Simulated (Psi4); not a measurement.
# [S2]− at UMP2/6-31G(d) (density fitting with cc-pvdz-jkfit, density fitting for correlation, spherical functions, sweep point 2)

What is the vertical doublet–quartet gap of [S2]− at UMP2/6-31G* (density fitting with cc-pvdz-jkfit, density fitting for correlation, spherical functions, sweep point 2)? Input form: a Python script.

Program for the calculation: Psi4 1.11.

4 further runs of the same task are left out: 2 that didn't finish, 2 set aside as unsound or not needed.

## (1) The molecule

The species is [S2]− (2 atoms), meant as a doublet with charge -1. Geometry: relaxed at GFN2-xTB.

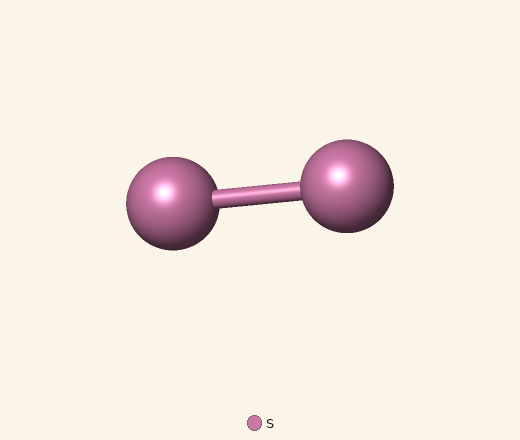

The structure, seen from a chosen angle (sulfur pink).

## (2) The energy at UMP2/6-31G(d) (density fitting with cc-pvdz-jkfit, density fitting for correlation, spherical functions, sweep point 2)

Input file s2.py:

```python
import psi4

psi4.set_memory('1600 MB')
psi4.set_num_threads(1)
psi4.core.set_output_file('run.log', False)

geom = psi4.geometry("""
-1 2
S      0.678550    -0.576410    -0.430000
S     -0.678550     0.576410     0.430000
symmetry c1
""")

psi4.set_options({
    'basis': '6-31G*',
    'reference': 'uhf',
    'puream': True,
    'scf_type': 'df',
    'num_frozen_docc': 10,
    'df_basis_scf': 'cc-pvdz-jkfit',
    'maxiter': 150,
})

e_tot = psi4.energy("mp2", molecule=geom)
print(f'total energy {e_tot:.8f} hartree = {e_tot * 27.211386:.5f} eV')
```

Started as:

```console
python s2.py
```

run.log:

```text
[...]
  Running in c1 symmetry.
[...]
  Nuclear repulsion =   68.507049192630959
[...]
  Multiplicity = 2
[...]
  Nalpha       = 17
  Nbeta        = 16
[...]
    Number of basis functions: 36
[...]
   @DF-UHF iter   1:  -795.01250642498144   -5.20115e-01   5.02894e-03 ADIIS/DIIS
[...]
   @DF-UHF iter  10:  -795.04272790094808   -7.27596e-12   6.35859e-09 DIIS
[...]
   @S^2 Observed:                7.633326593E-01
[...]
    Orbital Energies [Eh]
    ---------------------
    Alpha Occupied:
       1A    -91.708535     2A    -91.708501     3A     -8.723375
       4A     -8.723168     5A     -6.412014     6A     -6.411992
       7A     -6.404130     8A     -6.403574     9A     -6.400167
      10A     -6.400141    11A     -0.804354    12A     -0.574712
      13A     -0.255974    14A     -0.246739    15A     -0.221897
      16A     -0.114893    17A     -0.076946
    Alpha Virtual:
      18A      0.359679    19A      0.644543    20A      0.669806
      21A      0.728754    22A      0.747432    23A      0.751539
      24A      0.768041    25A      0.790725    26A      0.891204
[...]
  @DF-UHF Final Energy:  -795.04272790094808
   => Energetics <=
    Nuclear Repulsion Energy =             68.5070491926309586
    One-Electron Energy =               -1244.3821556618458999
    Two-Electron Energy =                 380.8323785682667904
    Total Energy =                       -795.0427279009480799
  UHF NO Occupations:
  HONO-2 :   15  A 1.9985759
  HONO-1 :   16  A 1.9956653
[...]
 Multipole Moments:
 ------------------------------------------------------------------------------------
     Multipole            Electronic (a.u.)      Nuclear  (a.u.)        Total (a.u.)
 ------------------------------------------------------------------------------------
 L = 1.  Multiply by 2.5417464519 to convert [e a0] to [Debye]
 Dipole X            :          0.0000000            0.0000000            0.0000000
 Dipole Y            :         -0.0000000            0.0000000           -0.0000000
 Dipole Z            :          0.0000000            0.0000000            0.0000000
 Magnitude           :                                                    0.0000000
[...]
```

Standard output:

```text
total energy -795.26682653 hartree = -21640.31259 eV
```

It took 1.6 s on 1 thread of Intel Xeon Platinum 8488C (Sapphire Rapids), shared host; peak memory 0.19 GiB.

## (3) The quartet, same level

Input file s2.py:

```python
import psi4

psi4.set_memory('1600 MB')
psi4.set_num_threads(1)
psi4.set_output_file('run.log', False)

mol = psi4.geometry("""
-1 4
S      0.678550    -0.576410    -0.430000
S     -0.678550     0.576410     0.430000
units angstrom
symmetry c1
""")

psi4.set_options({
    'basis': '6-31G*',
    'reference': 'uhf',
    'puream': True,
    'scf_type': 'df',
    'num_frozen_docc': 10,
    'df_basis_scf': 'cc-pvdz-jkfit',
    'maxiter': 150,
})

result = psi4.energy('mp2')
print('E =', round(result, 9))
for k, v in sorted(psi4.core.scalar_variables().items()):
    print(f'{k:45s} {v:18.10f}')
```

Started as:

```console
python s2.py
```

run.log:

```text
[...]
  Running in c1 symmetry.
[...]
  Nuclear repulsion =   68.507049192630959
[...]
  Multiplicity = 4
[...]
  Nalpha       = 18
  Nbeta        = 15
[...]
    Number of basis functions: 36
[...]
   @DF-UHF iter   1:  -794.89125988369790   -3.98868e-01   5.14991e-03 DIIS/ADIIS
[...]
   @DF-UHF iter  10:  -794.92483947154005   -2.84217e-12   6.14960e-09 DIIS
[...]
   @S^2 Observed:                3.779220620E+00
[...]
    Orbital Energies [Eh]
    ---------------------
    Alpha Occupied:
       1A    -91.718635     2A    -91.718598     3A     -8.736189
       4A     -8.736053     5A     -6.420193     6A     -6.420193
       7A     -6.420154     8A     -6.420154     9A     -6.417680
      10A     -6.417164    11A     -0.848991    12A     -0.636734
      13A     -0.307064    14A     -0.276546    15A     -0.276546
      16A     -0.138238    17A     -0.138238    18A      0.056378
    Alpha Virtual:
      19A      0.628762    20A      0.648281    21A      0.715011
      22A      0.715011    23A      0.715638    24A      0.750311
      25A      0.750311    26A      0.848640    27A      1.081727
[...]
  @DF-UHF Final Energy:  -794.92483947154005
   => Energetics <=
    Nuclear Repulsion Energy =             68.5070491926309586
    One-Electron Energy =               -1244.0350127165766025
    Two-Electron Energy =                 380.6031240524055193
    Total Energy =                       -794.9248394715400536
  UHF NO Occupations:
  HONO-2 :   16  A 1.0000000
  HONO-1 :   17  A 1.0000000
[...]
 Multipole Moments:
 ------------------------------------------------------------------------------------
     Multipole            Electronic (a.u.)      Nuclear  (a.u.)        Total (a.u.)
 ------------------------------------------------------------------------------------
 L = 1.  Multiply by 2.5417464519 to convert [e a0] to [Debye]
 Dipole X            :          0.0000000            0.0000000            0.0000000
 Dipole Y            :         -0.0000000            0.0000000           -0.0000000
 Dipole Z            :          0.0000000            0.0000000            0.0000000
 Magnitude           :                                                    0.0000000
[...]
```

The script printed:

```text
E = -795.153895961
CURRENT CORRELATION ENERGY                         -0.2290564898
CURRENT ENERGY                                   -795.1538959613
CURRENT REFERENCE ENERGY                         -794.9248394715
CUSTOM SCS-MP2 CORRELATION ENERGY                  -0.2136725584
CUSTOM SCS-MP2 TOTAL ENERGY                      -795.1385120299
DD SOLVATION ENERGY                                 0.0000000000
HF KINETIC ENERGY                                 795.6706075711
HF POTENTIAL ENERGY                             -1590.5954470426
HF TOTAL ENERGY                                  -794.9248394715
HF VIRIAL RATIO                                     1.9990627175
MP2 CORRELATION ENERGY                             -0.2290564898
MP2 DOUBLES ENERGY                                 -0.2290564898
MP2 OPPOSITE-SPIN CORRELATION ENERGY               -0.1584466098
MP2 SAME-SPIN CORRELATION ENERGY                   -0.0706098800
MP2 SINGLES ENERGY                                 -0.0000000000
MP2 TOTAL ENERGY                                 -795.1538959613
NUCLEAR REPULSION ENERGY                           68.5070491926
ONE-ELECTRON ENERGY                             -1244.0350127166
PCM POLARIZATION ENERGY                             0.0000000000
PE ENERGY                                           0.0000000000
SCF ITERATION ENERGY                             -794.9248394715
SCF ITERATIONS                                     10.0000000000
SCF TOTAL ENERGY                                 -794.9248394715
SCS-MP2 CORRELATION ENERGY                         -0.2136725584
SCS-MP2 TOTAL ENERGY                             -795.1385120299
TWO-ELECTRON ENERGY                               380.6031240524
```

Wall time 1.6 s (1 thread of Intel Xeon Platinum 8488C (Sapphire Rapids), shared host); peak memory 0.19 GiB.

## (4) Results

Level: UMP2/6-31G* (density fitting with cc-pvdz-jkfit, density fitting for correlation, spherical functions, sweep point 2), 10 core orbitals frozen.

```
                                                           quantity          value
                                              doublet: total energy  -795.26683 Eh
doublet: HOMO energy (Hartree–Fock orbitals) (highest over α and β)       -1.70 eV
 doublet: LUMO energy (Hartree–Fock orbitals) (lowest over α and β)        6.49 eV
              doublet: correlation energy (10 core orbitals frozen)     -224.1 mEh
                         doublet: ⟨S²⟩ of the reference determinant          0.763
                                              quartet: total energy  -795.15390 Eh
quartet: HOMO energy (Hartree–Fock orbitals) (highest over α and β)        1.53 eV
 quartet: LUMO energy (Hartree–Fock orbitals) (lowest over α and β)        6.67 eV
              quartet: correlation energy (10 core orbitals frozen)     -229.1 mEh
                         quartet: ⟨S²⟩ of the reference determinant          3.779
                   vertical energy of the quartet above the doublet       3.073 eV
```

**Reading.** At this shape the quartet lies 3.07 eV (296 kJ/mol) above the doublet. The HOMO (quartet) lies at positive energy, 1.53 eV: the electron is unbound at this level or held by a compact basis; values depend on the basis.
